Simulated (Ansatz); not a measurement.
C4H4O: several calculations on one system

Part 1: Relaxation

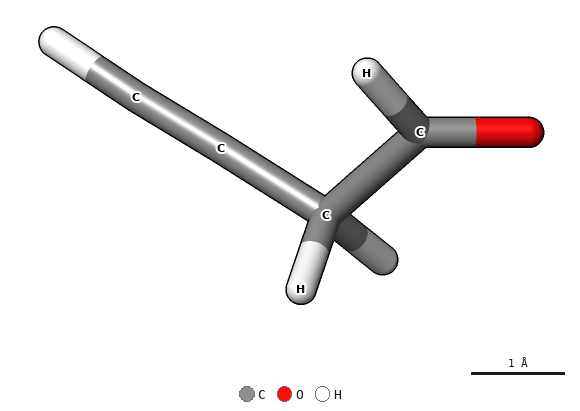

C4H4O (coarse preliminary run), before the relaxation. The picture is a stick view, seen at a tilt.

The calculation used Ansatz 0.2.0, RKS PBE-D4/def2-SVP.

Input
```yaml
crystal:
  periodic: [false, false, false]
  atoms:
    - {symbol: C, position_ang: [-2.119800, 0.024400, -0.137500]}
    - {symbol: C, position_ang: [-1.018400, -0.198400, 0.054100]}
    - {symbol: C, position_ang: [0.360900, -0.524800, 0.293800]}
    - {symbol: C, position_ang: [1.380100, 0.539300, -0.262100]}
    - {symbol: O, position_ang: [2.331700, 0.266700, -0.905800]}
    - {symbol: H, position_ang: [-3.193400, 0.315000, -0.334200]}
    - {symbol: H, position_ang: [0.674800, -1.490100, -0.136000]}
    - {symbol: H, position_ang: [0.620000, -0.568300, 1.377800]}
    - {symbol: H, position_ang: [1.052600, 1.589800, 0.032800]}
basis:
  gaussian: {orbitals: def2-SVP}
hamiltonian: {xc: pbe, dispersion: d4}
relax: {f_tol: 0.03, max_steps: 250}
```

Where does the relaxation end?

Answer. The optimiser took 15 steps. H9 moves most after the best rigid fit: 0.21 Å. By element the largest moves are H 0.21 Å, O 0.20 Å, C 0.08 Å. Among the contacts that change: C1–C2 1.140 → 1.222 Å, C1–H6 1.129 → 1.081 Å, C3–C4 1.575 → 1.535 Å, C4–O5 1.181 → 1.210 Å. Bond angles that change, for instance: C3–C4–H9 110.2° → 114.2°, O5–C4–H9 125.9° → 122.3°, C4–C3–H8 102.7° → 106.0°. The run took about 60 core-seconds on a shared host.

The structure at the end:

```xyz
9

C    -2.1689    0.0887   -0.1184
C    -1.0050   -0.2278    0.0802
C     0.4032   -0.5434    0.2752
C     1.3512    0.5398   -0.2594
O     2.4370    0.2991   -0.7350
H    -3.2044    0.3494   -0.2865
H     0.6917   -1.5118   -0.1855
H     0.6263   -0.6362    1.3651
H     0.9575    1.5958   -0.1529
```

After the run, drawn alike:

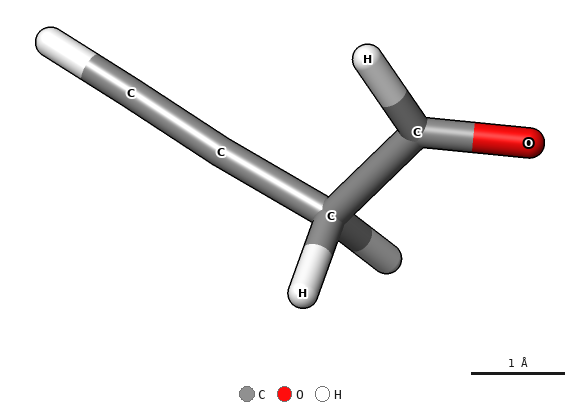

Part 2: Relaxation

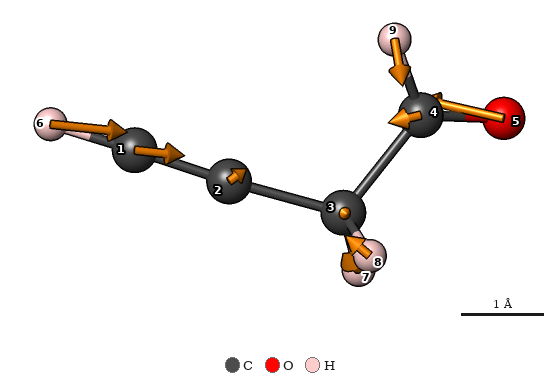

This is a relaxation of C4H4O. The starting structure is drawn; orange arrows show the displacements, 20 times their true length. The two geometries are superimposed by the best rigid fit.

A ball-and-stick model, seen face on.

All numbers below come from Ansatz 0.2.0, RKS PBE0-D4/def2-TZVP.

Input file:
```yaml
crystal:
  periodic: [false, false, false]
  atoms:
    - {symbol: C, position_ang: [-2.168900, 0.088367, -0.118501]}
    - {symbol: C, position_ang: [-1.004984, -0.227854, 0.080343]}
    - {symbol: C, position_ang: [0.403263, -0.543115, 0.275608]}
    - {symbol: C, position_ang: [1.351159, 0.539712, -0.259736]}
    - {symbol: O, position_ang: [2.436963, 0.298774, -0.735229]}
    - {symbol: H, position_ang: [-3.204471, 0.348862, -0.286761]}
    - {symbol: H, position_ang: [0.691794, -1.511825, -0.184354]}
    - {symbol: H, position_ang: [0.626303, -0.635134, 1.365560]}
    - {symbol: H, position_ang: [0.957373, 1.595814, -0.154031]}
basis:
  gaussian: {orbitals: def2-TZVP}
hamiltonian: {xc: pbe0, dispersion: d4}
relax: {f_tol: 0.005, max_steps: 200}
```

Question: What did the optimiser do to the structure, and how much energy did it gain?

Answer: The atom that moves furthest after the best rigid fit is O5 (0.056 Å). By element the largest moves are O 0.056 Å, H 0.050 Å, C 0.033 Å. Some distances before and after: C1–C2 1.222 → 1.199 Å, C4–H9 1.132 → 1.109 Å, C3–H7 1.111 → 1.093 Å, C3–H8 1.116 → 1.099 Å. Over 10 accepted moves (13 points after the start) the energy falls by 1.56 kcal/mol. Largest force component: 1.8 eV/Å at the start, 0.0034 eV/Å at the end. The line search rejected the trial steps at points 3, 8, 10 of the run.

Part 3: A change

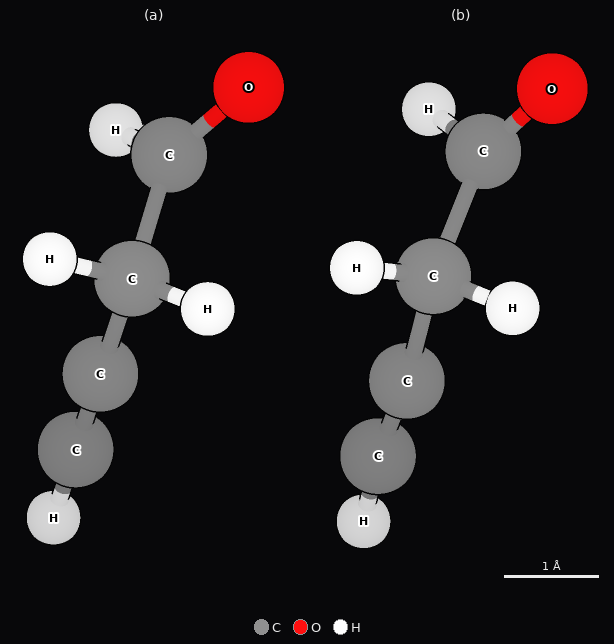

Left: C4H4O. Right: the same structure after one change, at the same scale. A ball-and-stick model, seen from a free direction.

The calculation used Ansatz 0.2.0, RHF-CCSD(T), frozen core/def2-TZVPP. 

### What was changed?

All atoms are moved at random (σ = 0.09 Å) from the PBE0-D4/def2-TZVP minimum.

### And its effect?

It costs 44.7 kcal/mol. The largest force is 16 eV/Å, on a C atom. The forces point partly back along the displacements (cosine −0.37). At other levels of theory the same distortion costs 44.3 kcal/mol (RKS PBE-D4/def2-TZVPP), 42.0 kcal/mol (RKS r2SCAN-D4/def2-TZVPP), 41.5 kcal/mol (RKS PBE0-D4/def2-TZVPP), 40.7 kcal/mol (RKS wB97M-V/def2-TZVPP). Among the bonded contacts that change: C–H 1.104 → 1.023 to 1.277 Å, C–O 1.196 → 1.084 Å, C–C 1.449 → 1.545 Å, C–H 1.093 → 1.015 Å. Bond angles that change, for instance: C–C–H 112.1° → 101.7°, C–C–H 106.6° → 116.1°.

Part 4: Distortion

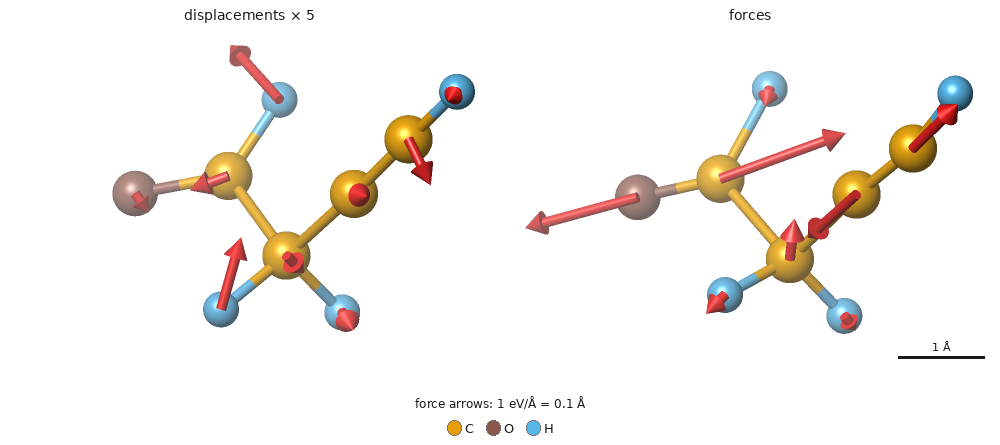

Left: C4H4O, with red arrows for the displacements applied to it. Right: the displaced structure with the computed forces. The picture is a ball-and-stick view, seen from a free direction.

The calculation used RHF-CCSD(T), frozen core/def2-TZVPP (Ansatz 0.2.0). 

> How do the forces relate to the distortion?

All atoms are moved at random (σ = 0.09 Å) from the PBE0-D4/def2-TZVP minimum. Energy change: +44.7 kcal/mol. The largest force is 16 eV/Å, on a C atom. The forces point partly back along the displacements (cosine −0.37). At other levels of theory the same distortion costs 44.3 kcal/mol (RKS PBE-D4/def2-TZVPP), 42.0 kcal/mol (RKS r2SCAN-D4/def2-TZVPP), 41.5 kcal/mol (RKS PBE0-D4/def2-TZVPP), 40.7 kcal/mol (RKS wB97M-V/def2-TZVPP). Some distances before and after: C–H 1.104 → 1.023 to 1.277 Å, C–O 1.196 → 1.084 Å, C–C 1.449 → 1.545 Å, C–H 1.093 → 1.015 Å. Among the angles between lasting bonds that change: C–C–H 112.1° → 101.7°, C–C–H 106.6° → 116.1°.

Part 5: Distortion

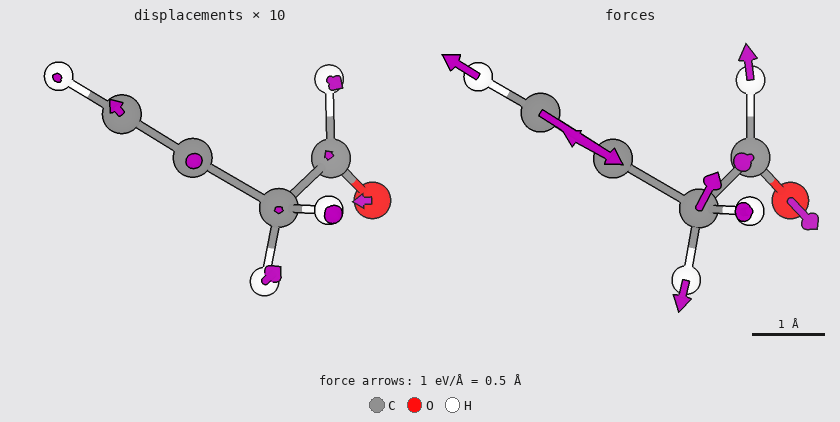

Left: C4H4O, with purple arrows for the displacements applied to it. Right: the displaced structure with the computed forces. The picture is a ball-and-stick view, seen at a tilt.

Level of theory: RKS PBE-D4/def2-TZVPP (Ansatz). 

**Where do the forces point?**

All atoms are moved at random (σ = 0.02 Å) from the PBE0-D4/def2-TZVP minimum. Energy change: +8.05 kJ/mol. The largest force is 2.8 eV/Å, on a C atom. The forces point partly back along the displacements (cosine −0.43). At other levels of theory the same distortion costs 9.28 kJ/mol (RKS r2SCAN-D4/def2-TZVPP), 10.3 kJ/mol (RKS PBE0-D4/def2-TZVPP), 10.7 kJ/mol (RKS wB97M-V/def2-TZVPP), 6.97 kJ/mol (RHF-CCSD(T), frozen core/def2-TZVPP). Some distances before and after: C–H 1.104 → 1.084 to 1.137 Å, C–C 1.199 → 1.228 Å, C–H 1.064 → 1.040 Å, C–H 1.093 → 1.071 Å. Among the angles between lasting bonds that change: C–C–H 179.3° → 176.2°, C–C–C 177.7° → 174.6°.
